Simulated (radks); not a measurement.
Method: scalar-relativistic Kohn-Sham, PBE, spin-polarised, spherical densities, finite nucleus; computed with the in-house radial solver radks. The occupation of the 4p shell is varied from Ga⁺ ([Ar] 3d10 4s2) to Ga ([Ar] 3d10 4s2 4p1 (high spin)), with spherical fractional occupations. Wanted, and plotted below: the total energy less the straight line between the end points, and the eigenvalue of 4p↑ (the dashed line is minus the energy to take the whole electron out).

The curve is convex (below the straight line), with the largest deviation among the points computed, −0.78 eV, at 0.5. The end points differ by 5.87 eV, the energy to take the electron out. The eigenvalue, which is the slope of the energy (Janak's theorem), moves from −9.07 eV at 0 to −2.87 eV at 1; for a straight line it would stay constant, and a parabola would sag by an eighth of this change, scaled to a whole electron, 0.77 eV. Convexity is the mark of the delocalisation error, which puts fractional charges too low; for p, d and f shells the spherical spreading of the fraction adds to it.

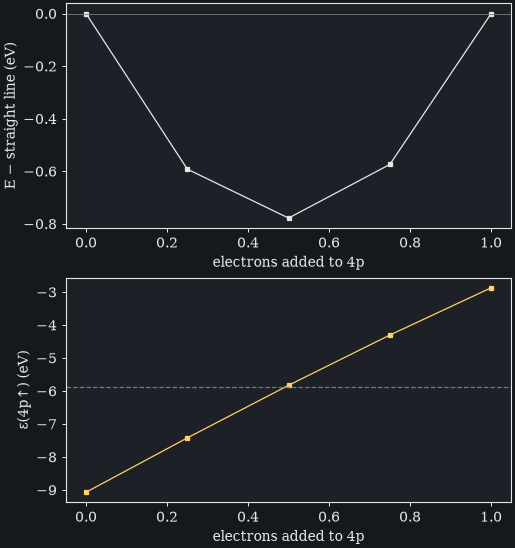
